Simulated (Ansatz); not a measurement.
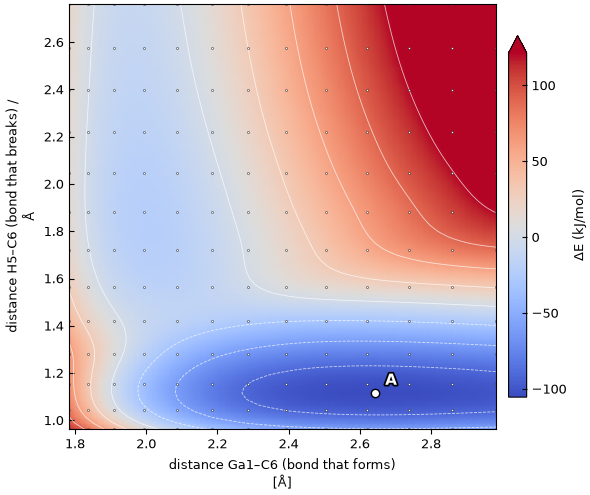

The reacting system CH₆FGa (fragments FGaH₂ + CH₄ where the first distance is long, CH₆FGa where the second is long). First axis: distance Ga1–C6 (bond that forms). Second axis: distance H5–C6 (bond that breaks). Relaxed at each point: all other coordinates. Grid: 13 × 13 points. Points are written as (first, second). All energies are given in kJ/mol relative to a guessed transition structure relaxed with its forming and breaking bonds held. The reference is spin-restricted, so regions where a bond is pulled apart into radicals lie too high. Method: RKS SPW92 (LDA)/def2-SVP (Ansatz 0.2.0).

The picture shows a smooth colour map with a few white contour lines, dots at the grid points, one colour for all values above the top of the scale, the point A. Between grid points the surface is interpolated.

What is the easiest way out of the well at A, and how high is the barrier?

The easiest path leads from the well at about (2.64 Å, 1.12 Å) to the well at about (2.00 Å, 1.85 Å), about 84 kJ/mol higher. Its highest point lies about 91 kJ/mol above the bottom of the first well on the interpolated surface, at about (2.11 Å, 1.49 Å). Seen from the upper well the barrier is about 7 kJ/mol. This is the barrier on the constrained surface; relaxing the other coordinates would change it.

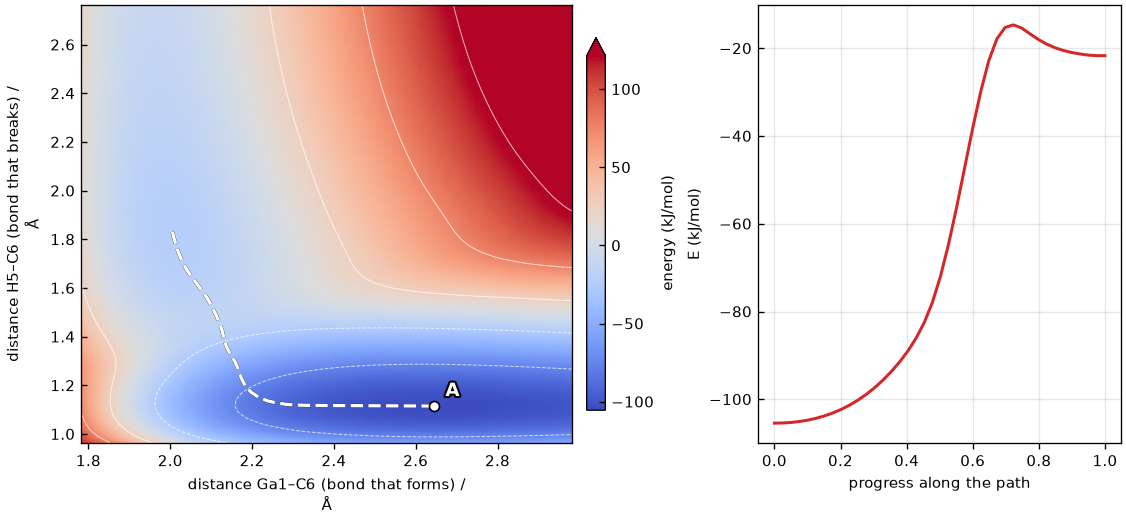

In the figure: a smooth colour map with a few white contour lines, a line along the lowest path, one colour for all values above the top of the scale, the energy along the path at the right. Between grid points the surface is interpolated.
